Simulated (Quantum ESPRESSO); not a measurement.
# Pt (Fm-3m): electron-phonon coupling, part 2 of 3

Wanted: the coupling constant λ of Pt (Fm-3m) at ambient pressure.

Quantum ESPRESSO 7.5; DFT LDA, scalar-relativistic, plane waves, PseudoDojo norm-conserving pseudopotentials.

So far. Step 2 (A first look): No gap opens on this mesh, so smearing is kept; the start stands at -7.3 GPa. Step 4 (Self-consistent run for the response): The cell stands at -0.004 GPa, close enough for phonons. The relaxed cell has a = 3.891 Å (conventional setting).

### 7. Phonons on a q mesh

Linear response treats each wavevector in the unit cell, with no supercell; the 4×4×4 mesh fixes the range of the force constants to be had. The change of the potential is kept for the electron-phonon matrix elements.

Input file ph.in:

```
phonons
 &inputph
    prefix='x',
    outdir='./tmp',
    fildyn='x.dyn',
    tr2_ph=1.0d-18,
    alpha_mix(1)=0.4,
    nmix_ph=8,
    ldisp=.true.,
    nq1=4,
    nq2=4,
    nq3=4,
    electron_phonon='interpolated',
    fildvscf='dvscf',
    el_ph_sigma=0.005,
    el_ph_nsigma=10,
 /
```

Command:

```sh
$ OMP_NUM_THREADS=1 mpirun -n 4 ph.x -nk 4 -in ph.in > ph.out
```

Numbers of over 12 decimals in the logs are rounded to 6 here.

What it wrote:

```text
[banners, grids, parts of the stress and lines that vanish by symmetry left out]
[banner, memory and clock lines left out]
Program PHONON v.7.5

     ./tmp/x.save/

     IMPORTANT: XC functional enforced from input :
     Exchange-correlation= PW
                           (   1   4   0   0   0   0   0)
     Any further DFT definition will be discarded
     Please, verify this is what you really want

     G-vector sticks info

     Reading collected, re-writing distributed wavefunctions in ./tmp/

     Dynamical matrices for ( 4, 4, 4)  uniform grid of q-points
     (   8 q-points):
       N         xq(1)         xq(2)         xq(3)
       1   0.000000000   0.000000000   0.000000000
       2   0.176776695   0.176776695  -0.176776695
[...]
Number and degeneracy of irreps per q-point
       N         xq(1)         xq(2)         xq(3)   N irreps
       1   0.000000000   0.000000000   0.000000000       1
        3
       2   0.176776695   0.176776695  -0.176776695       2
        1   2
[...]
1   2
[...]
1   2
[...]
No degeneracy
[...]
No degeneracy
       7  -0.707106781   0.000000000   0.000000000       2
        1   2
       8  -0.707106781   0.353553391   0.000000000       2
        1   2

     Saving dvscf to file. Distribute only q points, not irreducible representations.

     Calculation of q =    0.0000000   0.0000000   0.0000000

     phonons

     bravais-lattice index     =            0
     lattice parameter (alat)  =       5.1990  a.u.
     unit-cell volume          =      99.3677 (a.u.)^3
     number of atoms/cell      =            1
     number of atomic types    =            1
     kinetic-energy cut-off    =      84.0000  Ry
     charge density cut-off    =     336.0000  Ry
     convergence threshold     =      1.0E-18
     beta                      =       0.4000
     number of iterations used =            8
     Exchange-correlation= PW
                           (   1   4   0   0   0   0   0)

     celldm(1)=    5.19900  celldm(2)=    0.00000  celldm(3)=    0.00000
     celldm(4)=    0.00000  celldm(5)=    0.00000  celldm(6)=    0.00000

     crystal axes: (cart. coord. in units of alat)
               a(1) = (  0.0000  0.7071  0.7071 )
               a(2) = (  0.7071  0.0000  0.7071 )
               a(3) = (  0.7071  0.7071  0.0000 )

     reciprocal axes: (cart. coord. in units 2 pi/alat)
               b(1) = ( -0.7071  0.7071  0.7071 )
               b(2) = (  0.7071 -0.7071  0.7071 )
               b(3) = (  0.7071  0.7071 -0.7071 )

     Atoms inside the unit cell:

     Cartesian axes

     site n.  atom      mass           positions (alat units)
        1  Pt    195.0840   tau(    1) = (    0.00000    0.00000    0.00000  )

     Computing dynamical matrix for
                    q = (   0.0000000   0.0000000   0.0000000 )

     49 Sym.Ops. (with q -> -q+G )

     G cutoff =  230.0487  (  10417 G-vectors)     FFT grid: ( 32, 32, 32)

     number of k points=   145  Marzari-Vanderbilt smearing, width (Ry)=  0.0200

     PseudoPot. # 1 for Pt read from file:
     ./pseudo/Pt.upf
     Pseudo is Norm-conserving + core correction, Zval = 18.0

     Mode symmetry, O_h (m-3m)  point group:

     Atomic displacements:
     There are    1 irreducible representations

     Representation     1      3 modes -  To be done

     Alpha used in Ewald sum =   2.8000

     Representation #   1 modes #   1   2   3

     Self-consistent Calculation
      iter #   1   av.it.:   8.3
      thresh= 1.000E-02 alpha_mix =  0.400 |ddv_scf|^2 =  1.038E-05
      iter #   2   av.it.:  11.2
      thresh= 3.222E-04 alpha_mix =  0.400 |ddv_scf|^2 =  9.859E-07
[...]
End of self-consistent calculation

     Convergence has been achieved

     Number of q in the star =    1
     List of q in the star:
[...]
Diagonalizing the dynamical matrix

     q = (    0.000000000   0.000000000   0.000000000 )

 **************************************************************************
     freq (    1) =      -0.018789 [THz] =      -0.626726 [cm-1]
     freq (    2) =      -0.018789 [THz] =      -0.626726 [cm-1]
     freq (    3) =      -0.018789 [THz] =      -0.626726 [cm-1]
 **************************************************************************

     Mode symmetry, O_h (m-3m)  point group:

     freq (   1-   3) =         -0.6  [cm-1]   --> T_1u G_15  G_4- I
     Electron-phonon interaction  ...

     [... narrower broadenings left out ...]
     Gaussian Broadening:   0.020 Ry, ngauss=   0
     DOS = 11.045260 states/spin/Ry/Unit Cell at Ef= 23.979745 eV
     lambda(    1)=  0.0000   gamma=    0.05 GHz
     lambda(    2)=  0.0000   gamma=    0.04 GHz
     lambda(    3)=  0.0000   gamma=    0.05 GHz
     [... wider broadenings left out ...]

     Number of q in the star =    1
     List of q in the star:
[...]
Calculation of q =    0.1767767   0.1767767  -0.1767767
     [... set-up and bands at k+q left out ...]

     Mode symmetry, C_3v (3m)   point group:

     Atomic displacements:
     There are    2 irreducible representations

     Representation     1      1 modes -  To be done

[...]
Message from routine init_vloc:
     Interpolation table for Vloc re-allocated

     Alpha used in Ewald sum =   2.8000

     Representation #   1 mode #   1

     Self-consistent Calculation

[...]
[... iterations left out ...]
[...]
End of self-consistent calculation

     Convergence has been achieved

     Representation #   2 modes #   2   3

[...]
[... iterations left out ...]
[...]
Convergence has been achieved

[...]
Diagonalizing the dynamical matrix

     q = (    0.176776695   0.176776695  -0.176776695 )

[...]
freq (    1) =       1.680565 [THz] =      56.057599 [cm-1]
     freq (    2) =       1.680565 [THz] =      56.057599 [cm-1]
     freq (    3) =       4.141901 [THz] =     138.158931 [cm-1]
[...]
Mode symmetry, C_3v (3m)   point group:

     freq (   1-   2) =         56.1  [cm-1]   --> E    L_3
     freq (   3-   3) =        138.2  [cm-1]   --> A_1  L_1
     Electron-phonon interaction  ...

     [... narrower broadenings left out ...]
     Gaussian Broadening:   0.020 Ry, ngauss=   0
     DOS = 11.045260 states/spin/Ry/Unit Cell at Ef= 23.979745 eV
     lambda(    1)=  0.2519   gamma=    7.51 GHz
     lambda(    2)=  0.2516   gamma=    7.50 GHz
     lambda(    3)=  0.0821   gamma=   14.85 GHz
     [... wider broadenings left out ...]

[...]
[... set-up and bands at k+q left out ...]

     Mode symmetry, D_3d (-3m)  point group:

[...]
Representation #   1 mode #   1

[...]
Convergence has been achieved

     Representation #   2 modes #   2   3

[...]
Convergence has been achieved

[...]
q = (   -0.353553391  -0.353553391   0.353553391 )

[...]
freq (    1) =       2.964882 [THz] =      98.897804 [cm-1]
     freq (    2) =       2.964882 [THz] =      98.897804 [cm-1]
     freq (    3) =       6.128681 [THz] =     204.430793 [cm-1]
[...]
Mode symmetry, D_3d (-3m)  point group:

     freq (   1-   2) =         98.9  [cm-1]   --> E_u  L_3'
     freq (   3-   3) =        204.4  [cm-1]   --> A_2u L_2'
[...]
lambda(    1)=  0.1084   gamma=   10.05 GHz
     lambda(    2)=  0.1076   gamma=    9.98 GHz
     lambda(    3)=  0.0297   gamma=   11.79 GHz
[...]
Mode symmetry, C_4v (4mm)  point group:

[...]
Convergence has been achieved

     Representation #   2 modes #   2   3

[...]
Convergence has been achieved

[...]
q = (    0.353553391   0.000000000   0.000000000 )

[...]
freq (    1) =       2.439846 [THz] =      81.384507 [cm-1]
     freq (    2) =       2.439846 [THz] =      81.384507 [cm-1]
     freq (    3) =       4.274920 [THz] =     142.595974 [cm-1]
[...]
Mode symmetry, C_4v (4mm)  point group:

     freq (   1-   2) =         81.4  [cm-1]   --> E    G_5 D_5
     freq (   3-   3) =        142.6  [cm-1]   --> A_1  G_1 D_1
[...]
lambda(    1)=  0.1462   gamma=    9.18 GHz
     lambda(    2)=  0.1463   gamma=    9.19 GHz
     lambda(    3)=  0.1069   gamma=   20.60 GHz
[...]
Mode symmetry, C_s (m)     point group:

[...]
Convergence has been achieved

[...]
Convergence has been achieved

[...]
Convergence has been achieved

[...]
q = (   -0.176776695  -0.530330086   0.530330086 )

[...]
freq (    1) =       3.356092 [THz] =     111.947169 [cm-1]
     freq (    2) =       3.559570 [THz] =     118.734483 [cm-1]
     freq (    3) =       5.563541 [THz] =     185.579760 [cm-1]
[...]
Mode symmetry, C_s (m)     point group:

     freq (   1-   1) =        111.9  [cm-1]   --> A''
     freq (   2-   2) =        118.7  [cm-1]   --> A'
     freq (   3-   3) =        185.6  [cm-1]   --> A'
[...]
lambda(    1)=  0.1106   gamma=   13.14 GHz
     lambda(    2)=  0.2004   gamma=   26.78 GHz
     lambda(    3)=  0.0426   gamma=   13.91 GHz
[...]
Mode symmetry, C_2v (mm2)  point group:

[...]
Convergence has been achieved

[...]
Convergence has been achieved

[...]
Convergence has been achieved

[...]
q = (    0.000000000  -0.353553391   0.353553391 )

[...]
freq (    1) =       2.358523 [THz] =      78.671846 [cm-1]
     freq (    2) =       3.527278 [THz] =     117.657339 [cm-1]
     freq (    3) =       5.167122 [THz] =     172.356628 [cm-1]
[...]
Mode symmetry, C_2v (mm2)  point group:

     freq (   1-   1) =         78.7  [cm-1]   --> B_1  D_3  S_3
     freq (   2-   2) =        117.7  [cm-1]   --> B_2  D_4  S_4
     freq (   3-   3) =        172.4  [cm-1]   --> A_1  D_1  S_1
[...]
lambda(    1)=  0.3377   gamma=   19.81 GHz
     lambda(    2)=  0.1547   gamma=   20.30 GHz
     lambda(    3)=  0.0627   gamma=   17.64 GHz
[...]
Calculation of q =   -0.7071068   0.0000000   0.0000000
     [... set-up and bands at k+q left out ...]

     Mode symmetry, D_4h(4/mmm) point group:

     Atomic displacements:
     There are    2 irreducible representations

[...]
Alpha used in Ewald sum =   2.8000

     Representation #   1 mode #   1

[...]
Convergence has been achieved

     Representation #   2 modes #   2   3

[...]
Convergence has been achieved

[...]
Diagonalizing the dynamical matrix

     q = (   -0.707106781   0.000000000   0.000000000 )

[...]
freq (    1) =       4.007960 [THz] =     133.691165 [cm-1]
     freq (    2) =       4.007960 [THz] =     133.691165 [cm-1]
     freq (    3) =       6.001844 [THz] =     200.199952 [cm-1]
[...]
Mode symmetry, D_4h(4/mmm) point group:

     freq (   1-   2) =        133.7  [cm-1]   --> E_u  X_5' M_5'
     freq (   3-   3) =        200.2  [cm-1]   --> A_2u X_4' M_4'
     Electron-phonon interaction  ...

     [... narrower broadenings left out ...]
     Gaussian Broadening:   0.020 Ry, ngauss=   0
     DOS = 11.045260 states/spin/Ry/Unit Cell at Ef= 23.979745 eV
     lambda(    1)=  0.1369   gamma=   23.20 GHz
     lambda(    2)=  0.1398   gamma=   23.68 GHz
     lambda(    3)=  0.0630   gamma=   23.94 GHz
     [... wider broadenings left out ...]

[...]
Calculation of q =   -0.7071068   0.3535534   0.0000000
     [... set-up and bands at k+q left out ...]

     Mode symmetry, D_2d (-42m) point group:

     Atomic displacements:
     There are    2 irreducible representations

     Representation     1      1 modes -  To be done

     Representation     2      2 modes -  To be done

     Alpha used in Ewald sum =   2.8000

     Representation #   1 mode #   1

     Self-consistent Calculation

[...]
[... iterations left out ...]
[...]
End of self-consistent calculation

     Convergence has been achieved

     Representation #   2 modes #   2   3

     Self-consistent Calculation

      iter #   1   av.it.:   9.3
      thresh= 1.000E-02 alpha_mix =  0.400 |ddv_scf|^2 =  1.930E-04

      [... iterations left out ...]
      iter #  10   av.it.:  12.9
      thresh= 4.847E-10 alpha_mix =  0.400 |ddv_scf|^2 =  7.470E-19

     End of self-consistent calculation

     Convergence has been achieved

     Number of q in the star =    6
     List of q in the star:
[...]
Diagonalizing the dynamical matrix

     q = (   -0.707106781   0.353553391   0.000000000 )

 **************************************************************************
     freq (    1) =       3.396645 [THz] =     113.299877 [cm-1]
     freq (    2) =       4.847879 [THz] =     161.707829 [cm-1]
     freq (    3) =       4.847879 [THz] =     161.707829 [cm-1]
 **************************************************************************

     Mode symmetry, D_2d (-42m) point group:

     freq (   1-   1) =        113.3  [cm-1]   --> B_2  X_3  W_2
     freq (   2-   3) =        161.7  [cm-1]   --> E    X_5  W_3
     Electron-phonon interaction  ...

     [... narrower broadenings left out ...]
     Gaussian Broadening:   0.020 Ry, ngauss=   0
     DOS = 11.045260 states/spin/Ry/Unit Cell at Ef= 23.979745 eV
     lambda(    1)=  0.2519   gamma=   30.65 GHz
     lambda(    2)=  0.0770   gamma=   19.08 GHz
     lambda(    3)=  0.0768   gamma=   19.05 GHz
     [... wider broadenings left out ...]

     Number of q in the star =    6
     List of q in the star:
[...]
5   0.353553391  -0.000000000  -0.707106781
          6  -0.353553391   0.000000000   0.707106781


[key lines of the parts left out:]
the Fermi energy is    23.9702 ev
```

Elapsed: 58 min, on 4 MPI ranks of Arm Neoverse V1, shared host; 3.8 h of CPU time.

Read from the output:

```
largest acoustic frequency at the zone centre before the sum rule  : -0.63 cm⁻¹
lowest mode on the q mesh (acoustic ones at the zone centre apart) : 56.06 cm⁻¹
```

Frequencies (cm⁻¹) at each irreducible wavevector; negative means imaginary. Frequencies by wavevector:

| q (fractions) | star | mode 1 | mode 2 | mode 3 |
| --- | --- | --- | --- | --- |
| 0 0 0 | 1 | -0.63 | -0.63 | -0.63 |
| 0 0 0.25 | 8 | 56.06 | 56.06 | 138.2 |
| 0 0 -0.5 | 4 | 98.9 | 98.9 | 204.4 |
| 0 0.25 0.25 | 6 | 81.38 | 81.38 | 142.6 |
| 0 0.25 -0.5 | 24 | 112 | 118.7 | 185.6 |
| 0 0.25 -0.25 | 12 | 78.67 | 117.7 | 172.4 |
| 0 -0.5 -0.5 | 3 | 133.7 | 133.7 | 200.2 |
| 0.25 -0.5 -0.25 | 6 | 113.3 | 161.7 | 161.7 |

Couplings of single modes at a Gaussian broadening of 0.02 Ry, as ph.x prints them; it sets λ to zero for modes under 20 cm⁻¹. Mode couplings:

```
  q (fractions)  mode  frequency (cm⁻¹)       λ  linewidth γ (GHz)
       0 0 0.25     1             56.06  0.2519               7.51
       0 0 0.25     2             56.06  0.2516                7.5
       0 0 0.25     3             138.2  0.0821              14.85
       0 0 -0.5     1              98.9  0.1084              10.05
       0 0 -0.5     2              98.9  0.1076               9.98
       0 0 -0.5     3             204.4  0.0297              11.79
    0 0.25 0.25     1             81.38  0.1462               9.18
    0 0.25 0.25     2             81.38  0.1463               9.19
    0 0.25 0.25     3             142.6  0.1069               20.6
    0 0.25 -0.5     1               112  0.1106              13.14
    0 0.25 -0.5     2             118.7  0.2004              26.78
    0 0.25 -0.5     3             185.6  0.0426              13.91
   0 0.25 -0.25     1             78.67  0.3377              19.81
   0 0.25 -0.25     2             117.7  0.1547               20.3
   0 0.25 -0.25     3             172.4  0.0627              17.64
    0 -0.5 -0.5     1             133.7  0.1369               23.2
    0 -0.5 -0.5     2             133.7  0.1398              23.68
    0 -0.5 -0.5     3             200.2   0.063              23.94
0.25 -0.5 -0.25     1             113.3  0.2519              30.65
0.25 -0.5 -0.25     2             161.7   0.077              19.08
0.25 -0.5 -0.25     3             161.7  0.0768              19.05
```

The acoustic modes at Γ come out as far as 0.6 cm⁻¹ from zero, where they should vanish, a small numerical error.

### 8. Fourier transform to real space

The dynamical matrices of the mesh are Fourier-transformed to force constants in real space.

Input file q2r.in:

```
 &input
    fildyn='x.dyn',
    zasr='crystal',
    flfrc='x.fc',
    la2F=.true.,
 /
```

Command:

```sh
$ q2r.x < q2r.in > q2r.out
```

What it wrote:

```text
[banners, grids, parts of the stress and lines that vanish by symmetry left out]
[banner, memory and clock lines left out]
Program Q2R v.7.5

  reading grid info from file x.dyn0

  reading force constants from file x.dyn1
  Dielectric Tensor not found
  nqs=            1
 q=   0.00000000  0.00000000  0.00000000
  reading force constants from file x.dyn2
  nqs=            8
 q=   0.17677670  0.17677670 -0.17677670
[...]
reading force constants from file x.dyn7
  nqs=            3
[...]
reading force constants from file x.dyn8
  nqs=            6
[...]
q=   0.35355339 -0.00000000 -0.70710678
 q=  -0.35355339  0.00000000  0.70710678

      q-space grid ok, #points =   64

      fft-check success (sum of imaginary terms < 10^-12)

   Preparing gamma for a2F

 Broadening =      0.005
      q-space grid ok, #points =   64

      fft-check success (sum of imaginary terms < 10^-12)

 Broadening =      0.010
[...]
Broadening =      0.045
      q-space grid ok, #points =   64

      fft-check success (sum of imaginary terms < 10^-12)

 Broadening =      0.050
      q-space grid ok, #points =   64

      fft-check success (sum of imaginary terms < 10^-12)
```

The job ended after 0.48 s (1 thread).

### 9. Interpolated phonon bands

From the force constants any wavevector is cheap; points of the mesh come back as solved, but for the sum rule and, in polar crystals, the LO-TO term at Γ; the rest is interpolation.

Input file matdyn.in:

```
 &input
    asr='crystal',
    flfrc='x.fc',
    flfrq='x.freq',
    flvec='x.modes',
    q_in_band_form=.true.,
    q_in_cryst_coord=.true.,
 /
8
  0.0000000   0.0000000   0.0000000  12  ! GAMMA
  0.5000000   0.0000000   0.5000000  12  ! X
  0.6250000   0.2500000   0.6250000   1  ! U
  0.3750000   0.3750000   0.7500000  12  ! K
  0.0000000   0.0000000   0.0000000  12  ! GAMMA
  0.5000000   0.5000000   0.5000000  12  ! L
  0.5000000   0.2500000   0.7500000  12  ! W
  0.5000000   0.0000000   0.5000000   1  ! X
```

Command:

```sh
$ matdyn.x -in matdyn.in > matdyn.out
```

What it wrote:

```text
[banner, memory and clock lines left out]
Program MATDYN v.7.5

 mass for atomic type   1 not given; uses mass from file x.fc
 Norm of the difference between old and new effective charges:    0.000000

 Norm of the difference between old and new force-constants:   1.25574e-06

     Message from routine matdyn:
     Z* not found in file x.fc, TO-LO splitting at q=0 will be absent!
     Message from routine matdyn:
     Z* not found in file x.fc, TO-LO splitting at q=0 will be absent!

Note: The following floating-point exceptions are signalling: IEEE_UNDERFLOW_FLAG
```

The job ended after 0.47 s (1 thread).

This step gave:

```
lowest frequency on the path      : 0 cm⁻¹
mean frequency                    : 124.6 cm⁻¹
Debye temperature (second moment) : 245 K
logarithmic mean frequency        : 115.8 cm⁻¹
```

Matdyn.x, sum rule crystal. The phonon branches at the labelled points (cm⁻¹):

```
    point  branch 1  branch 2  branch 3
        Γ         0         0         0
        X       134       134       200
        U       119       147       176
jump to K       119       147       176
        Γ         0         0         0
        L        99        99       204
        W       113       162       162
        X       134       134       200
```

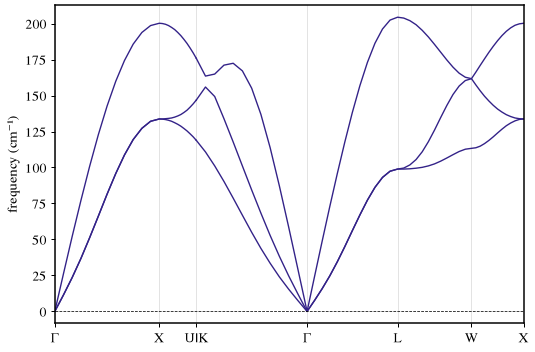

Phonon branches along the path.

Lowest modes at the softest wavevector of the mesh; phase exp(i q.(R + tau)). Modes at q = (0.250, 0.000, 0.000):

| mode | frequency (cm⁻¹) |
| --- | --- |
| 1 | 56.1 |
| 2 | 56.1 |
| 3 | 138.2 |

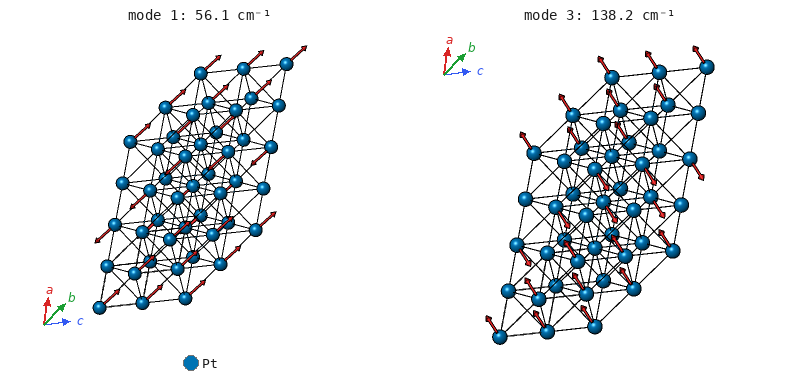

Displacement patterns of modes 1 and 3 at q = (0.250, 0.000, 0.000); arrows are exaggerated. 4×2×2 cells are drawn. The axes are those of the cell as run, not the conventional ones. Some periodic images of atoms are drawn too.

Force constants by pair (phonopy on the run's constants); pairs near half the supercell's span include their periodic images. Pair force constants, by row:

| atom | neighbour | distance (Å) | third of the trace (eV/Å²) | along the pair's line (eV/Å²) |
| --- | --- | --- | --- | --- |
| Pt1 | itself | 0 | 12.45 | – |
| Pt1 | Pt | 2.751 | -1.053 | -3.784 |
| Pt1 | Pt | 3.891 | -0.0727 | -0.33 |
| Pt1 | Pt | 4.765 | -0.0475 | -0.1928 |
| Pt1 | Pt | 5.502 | 0.2859 | 0.7626 |
| Pt1 | Pt | 6.152 | 0.0144 | 0.0183 |
| Pt1 | Pt | 6.739 | -0.0499 | -0.0499 |

Harmonic mean-square displacement, third of the trace. Mean-square displacements:

```
T (K)  Pt1 U_eq (Å²)
    0        8.30e-4
  100        0.00177
  300        0.00479
  600        0.00947
```

Mode patterns, pair constants, displacements and means over the zone were worked out by phonopy from the force constants of q2r.x.

All branches are real along the path.

(Continued in part 3 of 3.)

[Host names and launcher messages were left out of these logs when they were recorded.]

[Logs are printed without paths, hosts, clocks, repeated set-up lines and the standing remarks that a program may print on its own settings, such as how far it seeks lower states.]

[Hosts, paths, dates, database ids (printed as entryN), source tags and the programs' standing remarks are cut or masked in the printed files.]
